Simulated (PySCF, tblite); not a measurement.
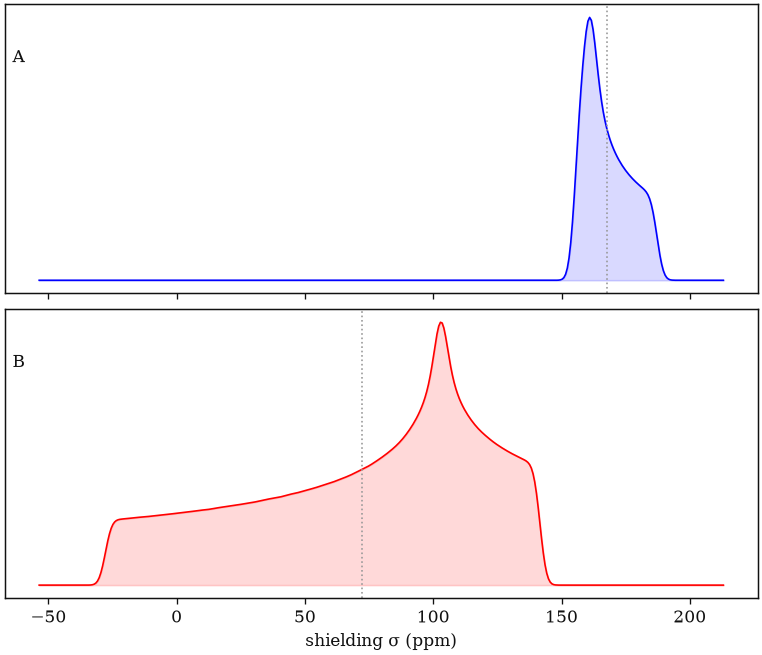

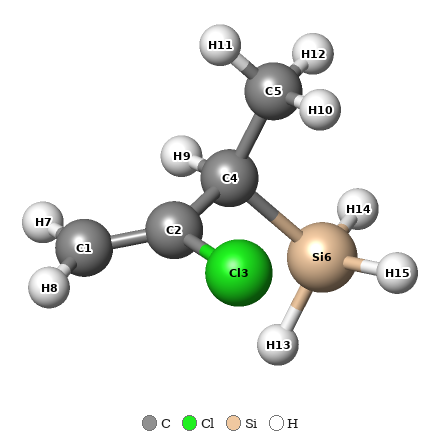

Static powder patterns (¹³C) from GIAO shielding tensors of C₄H₉ClSi, SMILES C=C(Cl)[C@@H](C)[SiH3], PBE0/pcSseg-1 in PySCF, at a GFN2-xTB geometry (a minimum by its frequencies); absolute shielding, one fixed geometry of the isolated molecule without any motion, no dipolar terms. The dotted line is the isotropic value; skew is 3(σiso − σ22)/span.

### The panels belong to C1 and C5. Which is which?

panel A: C5, σ11, σ22, σ33 = 155, 161, 187 ppm, isotropic 168, span 32 ppm, skew 0.63; panel B: C1, σ11, σ22, σ33 = −28, 103, 142 ppm, isotropic 72, span 169 ppm, skew −0.54.

Caveats: the tight-binding geometry is rougher than a DFT one and adds to the error; one conformer of a flexible molecule.
